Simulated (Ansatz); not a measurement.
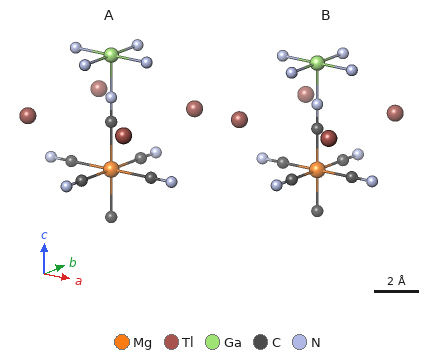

Two geometries of crystalline MgTl$_{2}$GaC$_{6}$N$_{6}$ (a generated structure, set up in Fm-3m) (coarse preliminary run), drawn at one scale. One is the start of a relaxation, the other its converged end. A ball-and-stick model of the atoms within 4.2 Å of the atom that moves most (axes of the conventional cell (4 times the calculation's cell)), seen from a free direction. Lengths and directions refer to the drawn axes.

Method: DFT PBE, scalar-relativistic, plane waves, PAW (Ansatz 0.2.0). Set-up: plane-wave cutoff 420 eV; k-point mesh 4 × 4 × 4; occupations gaussian; smearing width 0.1 eV; no spin polarisation; cell and atoms relaxed; force threshold 0.04 eV/Å; at most 70 steps.

Q: Which one is relaxed?

A: Structure A is the relaxed one. Over 5 accepted moves (7 points after the start) the energy falls by 153 meV per atom. The largest force component goes from 2 to 0.013 eV/Å. The pressure goes from 10.03 to 0.17 GPa. The SCF was repeated twice at an unchanged geometry on a basis and grid sized afresh for the cell, which shifted the energy by 15.2 meV per atom at most. The largest moves relative to the cell, 0.17 Å, are those of C atoms. Largest moves by element: C 0.17 Å, N 0.09 Å. Ga and Tl and Mg stay in place. The drawn cell changes as follows: a = b = c 10.270 → 10.989 Å (+7.0 %); the volume changes by +22.5 %. Near-neighbour distances that change, for instance: C–Mg 1.980 → 2.288 Å, Ga–N 1.985 → 2.036 Å. The space group stays Fm-3m (No. 225).
